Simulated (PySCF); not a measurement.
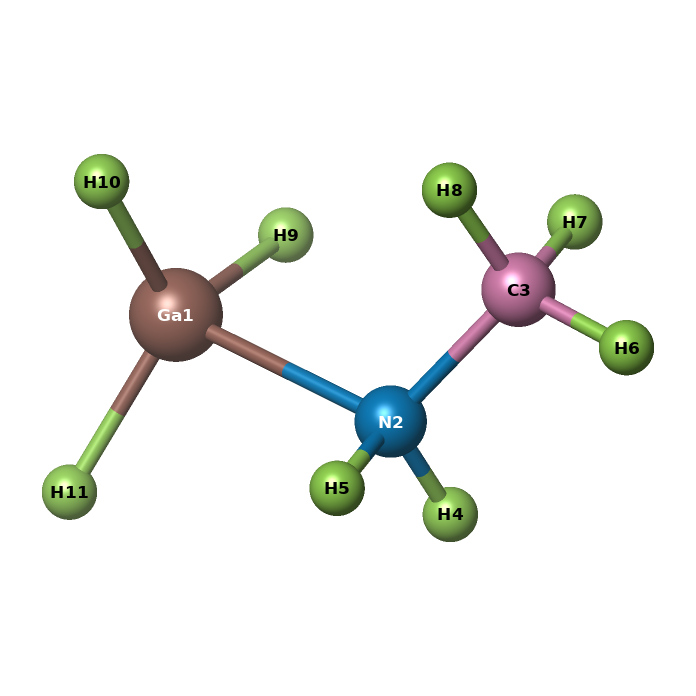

The geometry was computed by an optimisation with PBE0-D3(BJ)/def2-SVP. No frequency run is at hand to confirm it as a minimum. Method: PBE/pcJ-1 (pcSseg-1 on Ga) indirect spin-spin coupling, non-relativistic, gas phase (PySCF 2.14.0). Isotopes: 13C, 1H, 15N.

Give the spin–spin coupling constants of these pairs, with the number of bonds between them: N2/H5, N2/H4, N2/C3, N2/H7, N2/H6, N2/H9, N2/H10, N2/H8, N2/H11.

| pair | bonds apart | J (Hz) |
| --- | --- | --- |
| N2, H5 | 1 | −64.9 |
| N2, H4 | 1 | −65.0 |
| N2, C3 | 1 | −3.3 |
| N2, H7 | 2 | −1.4 |
| N2, H6 | 2 | 1.0 |
| N2, H9 | 2 | −3.1 |
| N2, H10 | 2 | −2.9 |
| N2, H8 | 2 | −1.5 |
| N2, H11 | 2 | −5.7 |
